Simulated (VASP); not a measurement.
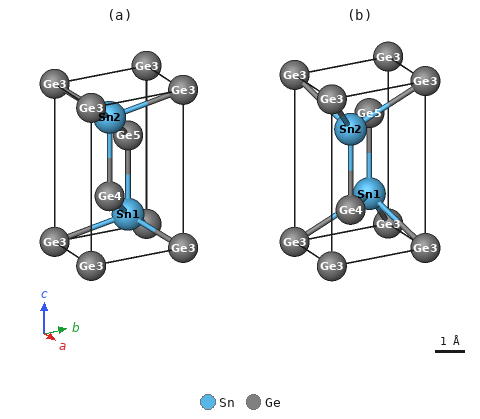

The structure of crystalline Sn₂Ge₃ (a generated structure, set up in P-3m1) before (left) and after (right) a relaxation, at one scale.

The picture is a ball-and-stick view of the cell of the calculation, seen slightly off an axis.

The run lets cell and atoms move.

Computed with VASP, Kohn-Sham DFT of a periodic cell, PBE, VASP PAW PBE potentials, recommended.

Input file:
```
ALGO = Fast
EDIFF = 1E-4
EDIFFG = -0.08
ENCUT = 520
GGA = PE
IBRION = 2
ISIF = 3
ISMEAR = 0
LASPH = True
LCHARG = False
LREAL = False
LWAVE = False
NELM = 60
NSW = 24
PREC = Normal
SIGMA = 0.15
```

Launched with:
```bash
cat potpaw_PBE.64/Sn_d/POTCAR potpaw_PBE.64/Ge_d/POTCAR > POTCAR
mpirun -np 1 vasp_std > vasp.out
```

Q: Describe what moved and what it gained.

A: The relaxation stopped without meeting its thresholds, so the last structure isn't shown to be converged. The largest moves relative to the cell, 0.70 Å, are those of Sn1 and Sn2. Sn2 goes along −c. By element the largest moves are Sn 0.70 Å, Ge 0.60 Å. The volume changes by +9.4 %, with a = b 4.690 → 4.774 Å (+1.8 %), c 5.700 → 6.021 Å (+5.6 %). Near-neighbour distances that change, for instance: Sn1–Sn2 3.196 → 4.213 Å, Sn1–Ge3 2.838 → 3.184 Å, Sn1–Ge5 2.856 → 3.117 Å, Sn1–Ge4 2.945 → 2.757 Å. Bond angles that change, for instance: Sn1–Ge4–Sn2 66.9° → 91.4°, Sn1–Ge4–Sn2 113.1° → 88.6°, Sn1–Ge4–Sn1 105.6° → 119.9°. The space group stays P-3m1 (No. 164). The energy falls by 239 meV per atom in 23 geometry steps. The largest force component goes from 1.1 to 0.56 eV/Å. The pressure goes from 12.67 to 4.13 GPa.
